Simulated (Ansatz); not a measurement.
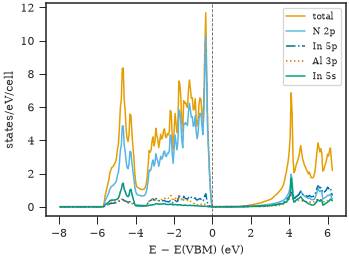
*Total and projected density of states of AlInN₂ (chalcopyrite, I-42d), PBE in the plane-wave PAW code Ansatz*

**Question.** Which orbitals carry the states next to the gap?

**Answer.** Top 1 eV of the valence band: N 2p 87 %, In 5p 7 %. Bottom 1 eV of the conduction band: N 2p 29 %, N 2s 28 %, In 5s 23 %, Al 3s 9 %, In 5p 6 %. Projections are on Löwdin-orthogonalised atomic valence shells; empty p or d shells of many metals are not among them.

**Question.** Where is the tallest occupied peak in this window, and what makes it?

**Answer.** Near -0.3 eV, about 12 states/eV per cell; the largest projected share is N 2p.

The workflow started from a Materials Project entry (that database holds measured and hypothetical structures alike); the Crystallography Open Database copy checked does not list it. Whether it is the stable phase at ambient conditions was not checked. The PBE relaxation kept the symmetry of its start; its stability against distortions is not shown here. Spin–orbit coupling is left out wherever it is not named.

Potentials: the later of the program's two PAW sets.
